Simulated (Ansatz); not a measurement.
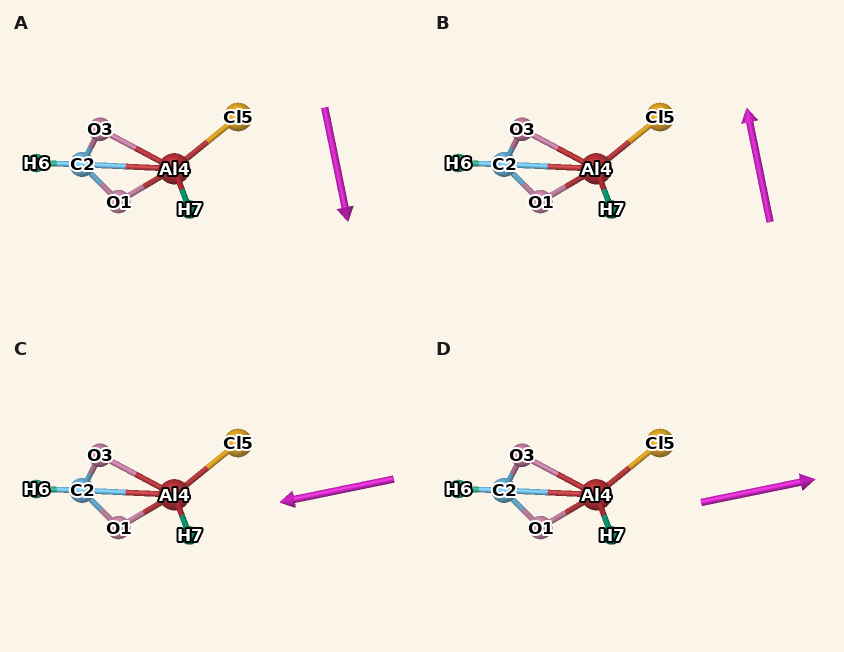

The same molecule four times, each with an arrow. Computed geometry: PBE0-D4/def2-TZVP optimisation. Level of theory: RKS ωB97M-V/def2-TZVPP (Ansatz 0.2.0).

Which arrow points along the dipole moment, from the negative to the positive end?

C. The dipole moment is 2.87 D; it points from the side of Cl5 to the side of H6 (the outermost atoms at the two ends).
